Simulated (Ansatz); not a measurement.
# CH5NSi (SMILES C[Si]N): B3LYP/def2-SVPD

Aim: the electronic atomisation energy of CH5NSi at B3LYP/def2-SVPD, from 5 runs. 

The results are computed with Ansatz 0.2.0.

60 further runs of the same task are left out: 60 set aside as unsound or not needed.

**1. The molecule**

CH5NSi: 8 atoms, total charge 0, spin state singlet. SMILES: `C[Si]N`. The coordinates come from a PBE0-D4/def2-TZVP relaxation. This is one conformer, not always the lowest.

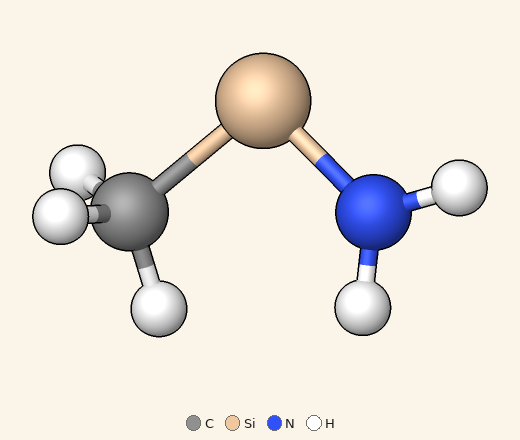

The structure, seen from a chosen angle (carbon grey, silicon light orange, nitrogen blue, hydrogen white).

**2. A single-point energy at B3LYP/def2-SVPD**

Input file in.yaml:

```yaml
crystal:
  periodic: [false, false, false]
  atoms:
    - symbol: C
      position_ang: [-0.660000, 0.824700, -0.552100]
    - symbol: Si
      position_ang: [0.963800, 0.653800, 0.427700]
    - symbol: N
      position_ang: [0.932200, -1.034400, 0.690700]
    - symbol: H
      position_ang: [-1.026400, -0.101800, -1.004300]
    - symbol: H
      position_ang: [-0.562500, 1.583400, -1.334100]
    - symbol: H
      position_ang: [-1.431400, 1.195000, 0.135900]
    - symbol: H
      position_ang: [1.651200, -1.501900, 1.220100]
    - symbol: H
      position_ang: [0.225200, -1.675700, 0.360300]
basis:
  gaussian: {orbitals: def2-SVPD}
hamiltonian: {xc: {name: B3LYP}}
accuracy: high
output: {orbitals: {seedname: orbitals}}
```

On the command line:

```sh
$ ansatz run in.yaml --threads 1 --pin off --max-ram 3480MiB --events-out events.jsonl --progress --plain --runs-dir runs
```

Standard output:

```text
Warning: RAYON_NUM_THREADS=1 ignored (pool sized by the plan → 1); use --threads N
Functional definition: B3LYP
  name "B3LYP"
  parameter a0 = 0.2
  parameter ax = 0.72
  parameter ac = 0.81
  exchange = (1 - a0 - ax)*slater_x + ax*b88_x + a0*exact_x
  correlation = (1 - ac)*vwn_rpa_c + ac*lyp_c
2100 factors; integrals over basis functions are off by at most 3.5e-9 eV
mean field evaluation 1: about -10471.6232 eV, gradient 7.1e1 eV
mean field evaluation 2: about -10449.9282 eV, gradient 1.1e2 eV
mean field evaluation 4: about -10482.3689 eV, gradient 8.1e0 eV
mean field evaluation 8: about -10482.5277 eV, gradient 4.3e-2 eV
mean field evaluation 16: about -10482.5277 eV, gradient 1.1e-6 eV
mean field -10482.52772253 eV, -385.2257884906 hartree, gradient 6.9e-8 eV, S^2 0.000000; 0 other end points of the search recorded, 0 dependent functions left out
reference -10482.52776188 eV, -385.2257899364 hartree; 16, 16 occupied and 88, 88 virtual orbitals, 2100 factors
Total energy: -10482.52776188 eV, -385.2257899364 hartree
```

Run time: 5.7 s. Hardware: 1 thread of AMD EPYC 7R43 (Zen 3), shared host; peak memory 0.35 GiB.

**3. The C atom**

Input file job.yaml:

```yaml
crystal:
  periodic: [false, false, false]
  atoms:
    - {symbol: C, position_ang: [0.000000, 0.000000, 0.000000]}
basis:
  gaussian:
    orbitals: def2-SVPD
magnetization:
  spin_polarized: true
  initial_magnetization: 2
hamiltonian:
  xc: {name: B3LYP}
accuracy: high
```

Run the same way, it converges to -37.81494 Eh (log not shown).

**4. The H atom, same level**

Input file job.yaml:

```yaml
crystal:
  periodic: [false, false, false]
  atoms:
    - {symbol: H, position_ang: [0.000000, 0.000000, 0.000000]}
basis:
  gaussian: {orbitals: def2-SVPD}
magnetization: {spin_polarized: true, initial_magnetization: 1}
hamiltonian: {xc: {name: B3LYP}}
accuracy: high
```

Run the same way, it converges to -0.50126 Eh (log not shown).

**5. The N atom at the same level**

Input file input.yaml:

```yaml
basis:
  gaussian: {orbitals: def2-SVPD}
crystal:
  periodic: [false, false, false]
  atoms:
    - {symbol: N, position_ang: [0.000000, 0.000000, 0.000000]}
magnetization: {spin_polarized: true, initial_magnetization: 3}
hamiltonian: {xc: {name: B3LYP}}
accuracy: high
```

Run the same way, it converges to -54.53889 Eh (log not shown).

**6. The Si atom, same level**

Input file input.yaml:

```yaml
crystal:
  periodic: [false, false, false]
  atoms:
    - {symbol: Si, position_ang: [0.000000, 0.000000, 0.000000]}
basis:
  gaussian:
    orbitals: def2-SVPD
magnetization:
  spin_polarized: true
  initial_magnetization: 2
hamiltonian:
  xc: {name: B3LYP}
accuracy: high
```

Run the same way, it converges to -289.29459 Eh (log not shown).

**7. What came out**

Level: B3LYP/def2-SVPD.

| quantity | value |
| --- | --- |
| molecule: total energy | -385.22579 Eh |
| molecule: HOMO energy | -5.89 eV |
| molecule: LUMO energy | -1.29 eV |
| molecule: HOMO–LUMO gap | 4.60 eV |
| C atom: total energy | -37.81494 Eh |
| C atom: ⟨S²⟩ | 2.004 |
| H atom: total energy | -0.50126 Eh |
| H atom: ⟨S²⟩ | 0.750 |
| N atom: total energy | -54.53889 Eh |
| N atom: ⟨S²⟩ | 3.754 |
| Si atom: total energy | -289.29459 Eh |
| Si atom: ⟨S²⟩ | 2.004 |
| electronic atomisation energy | 29.146 eV |

Taking the molecule apart into free atoms costs 29.15 eV (2812 kJ/mol), before zero-point energy and without spin-orbit coupling.
